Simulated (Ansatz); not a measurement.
# C5H7F2GaO2: how energies converge with the basis set

How large a basis does C5H7F2GaO2 need? Two functionals are run in growing sets.

Program: Ansatz 0.2.0, Gaussian basis. Level of theory: one geometry, several basis sets. These are calculated values, not measurements.

The runs, in order: PBE0-D4/def2-SVP; ωB97M-V/def2-SVP; PBE0-D4/def2-QZVPP; ωB97M-V/def2-QZVPP; the functionals' def2-TZVPP values are taken from earlier runs.

## 1. The geometry

An earlier PBE0-D4 in a triple-zeta def2 set relaxation fixed the geometry.

17 atoms, charge 0, spin multiplicity 1.

Atoms are counted from 1 here; the program's logs count them from 0.

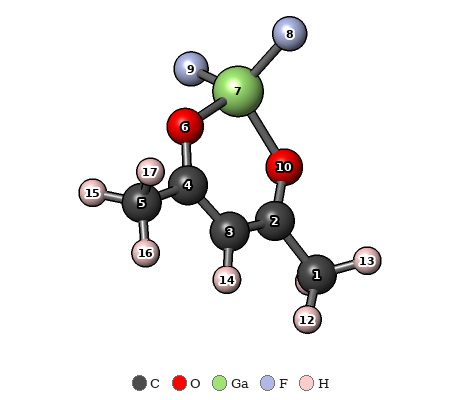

The geometry (carbon dark grey, oxygen red, gallium green, fluorine light blue, hydrogen pink); atoms are numbered from 1 in the order of the file.

Coordinates:

```mol
C5H7F2GaO2
  3D, bonds by distance, orders not assigned

 17 17  0  0  0  0  0  0  0  0999 V2000
    1.5100   -2.0819   -0.6772 C   0  0
    0.9419   -0.7796   -0.2269 C   0  0
   -0.4378   -0.5741   -0.2411 C   0  0
   -1.0821    0.5981    0.1552 C   0  0
   -2.5682    0.6941    0.0924 C   0  0
   -0.4974    1.6482    0.5870 O   0  0
    1.3707    1.8030    0.7681 Ga  0  0
    1.7959    1.9594    2.4556 F   0  0
    1.9804    3.0067   -0.3419 F   0  0
    1.8090    0.0784    0.1513 O   0  0
    2.2011   -1.9000   -1.5037 H   0  0
    0.7411   -2.7854   -0.9898 H   0  0
    2.0954   -2.5138    0.1381 H   0  0
   -1.0574   -1.3885   -0.5866 H   0  0
   -2.8418    1.5321   -0.5533 H   0  0
   -3.0288   -0.2196   -0.2772 H   0  0
   -2.9509    0.9226    1.0900 H   0  0
  1  2  8  0
  2  3  8  0
  3  4  8  0
  4  5  8  0
  4  6  8  0
  6  7  8  0
  7  8  8  0
  7  9  8  0
  7 10  8  0
  1 11  8  0
  1 12  8  0
  1 13  8  0
  3 14  8  0
  5 15  8  0
  5 16  8  0
  5 17  8  0
  2 10  8  0
M  END
```

## 2. PBE0-D4 in def2-SVP

Input file in.yaml:

```yaml
crystal:
  periodic: [false, false, false]
  atoms:
    - {symbol: C, position_ang: [1.509978, -2.081947, -0.677167]}
    - {symbol: C, position_ang: [0.941936, -0.779601, -0.226944]}
    - {symbol: C, position_ang: [-0.437839, -0.574110, -0.241063]}
    - {symbol: C, position_ang: [-1.082119, 0.598108, 0.155178]}
    - {symbol: C, position_ang: [-2.568157, 0.694100, 0.092427]}
    - {symbol: O, position_ang: [-0.497419, 1.648239, 0.587020]}
    - {symbol: Ga, position_ang: [1.370748, 1.802991, 0.768135]}
    - {symbol: F, position_ang: [1.795877, 1.959363, 2.455563]}
    - {symbol: F, position_ang: [1.980384, 3.006673, -0.341859]}
    - {symbol: O, position_ang: [1.809047, 0.078389, 0.151323]}
    - {symbol: H, position_ang: [2.201110, -1.900017, -1.503729]}
    - {symbol: H, position_ang: [0.741140, -2.785358, -0.989756]}
    - {symbol: H, position_ang: [2.095354, -2.513825, 0.138134]}
    - {symbol: H, position_ang: [-1.057410, -1.388517, -0.586597]}
    - {symbol: H, position_ang: [-2.841824, 1.532056, -0.553263]}
    - {symbol: H, position_ang: [-3.028824, -0.219554, -0.277228]}
    - {symbol: H, position_ang: [-2.950881, 0.922610, 1.090025]}
basis:
  gaussian: {orbitals: def2-SVP}
hamiltonian: {xc: pbe0, dispersion: d4}
output: {orbitals: {seedname: orbitals}}
```

Launch:

```console
> ansatz run in.yaml --threads 4 --pin off --events-out ev --progress --plain --max-ram 46080MiB --backend cpu
```

Further steps of the session: ωB97M-V in def2-SVP; PBE0-D4 in def2-QZVPP; ωB97M-V in def2-QZVPP.

**Question.** What will the summary of the whole plan be? Wanted: PBE0-D4: double and triple zeta above quadruple; ωB97M-V: double and triple zeta above quadruple.

**Answer**, as computed:

```
                                       quantity           value
PBE0-D4: double and triple zeta above quadruple  26.02, 2.01 eV
ωB97M-V: double and triple zeta above quadruple  26.38, 1.92 eV
```

**Reading.** For PBE0-D4 the step from double to triple zeta gains 24.00 eV and the next only 2.01 eV. These are total energies; as a rule much of such shifts cancels in differences, which this series doesn't test.
